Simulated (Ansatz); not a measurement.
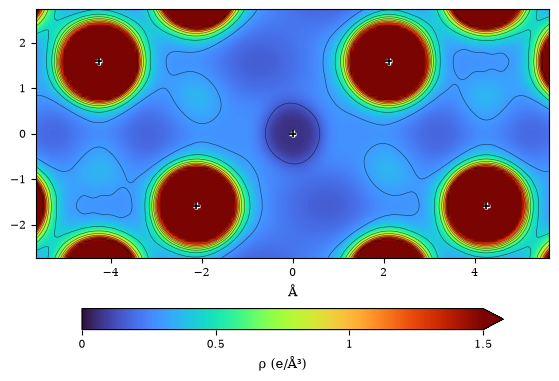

The valence electron density on a plane through atoms (crosses mark nuclei in the plane).

Level of theory: Ansatz 0.2.0, DFT PBE, scalar-relativistic, plane waves, PAW.

Candidates:
A. Al4GaRu2, a = 6.74 Å, b = 7.53 Å, c = 4.38 Å, α = 90.00°, β = 93.05°, γ = 90.00°. Space group C2/m; a generated structure, not necessarily the stable one; computed without spin polarisation.
B. SiC3, a = 5.63 Å, b = 5.63 Å, c = 9.98 Å, α = 90.00°, β = 90.00°, γ = 120.00°. Space group R-3m; a generated structure, not necessarily the stable one.
C. AlRu4, a = 2.75 Å, b = 2.75 Å, c = 10.59 Å, α = 90.00°, β = 90.00°, γ = 120.00°. Space group P-3m1; a generated structure, not necessarily the stable one; computed without spin polarisation.

Question: Which system is this?

Answer: Candidate C: AlRu4 on the (110) plane of the conventional cell, which holds Al and Ru. Al–Ru (2.65 Å): ρ at the midpoint is about 0.34 e/Å³.
